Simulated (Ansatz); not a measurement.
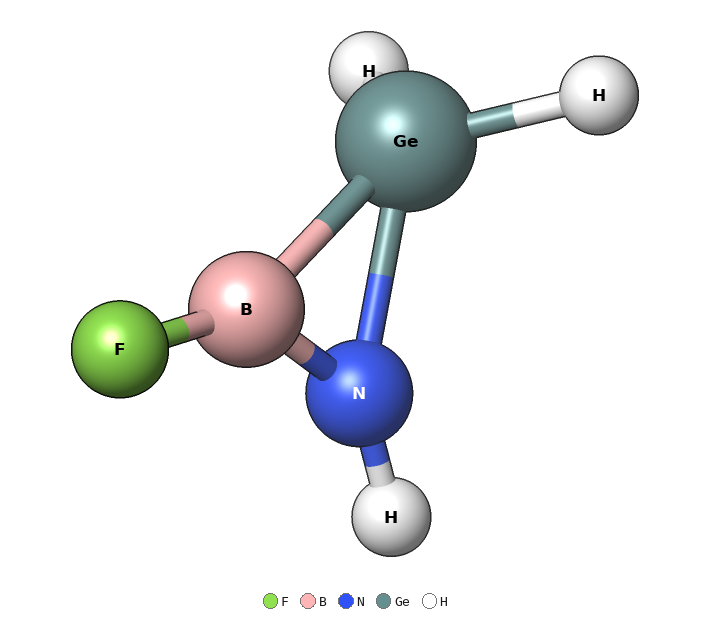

Computed geometry: PBE0-D4/def2-TZVP optimisation. Program: Ansatz 0.2.0.

At this fixed geometry, give HOMO energy (eV) at these levels: BHLYP-D4/def2-TZVPP; PBE0-D4/def2-QZVPP; r2SCAN0-D4/def2-TZVPP; r2SCANh-D4/def2-TZVPP; revPBE-D4/def2-TZVPP; ωB97M-V/def2-SVP; ωB97X-V/def2-TZVPP.

| level | HOMO energy (eV) |
| --- | --- |
| BHLYP-D4/def2-TZVPP | −8.38 |
| PBE0-D4/def2-QZVPP | −7.38 |
| r2SCAN0-D4/def2-TZVPP | −7.52 |
| r2SCANh-D4/def2-TZVPP | −6.90 |
| revPBE-D4/def2-TZVPP | −6.19 |
| ωB97M-V/def2-SVP | −9.35 |
| ωB97X-V/def2-TZVPP | −9.61 |
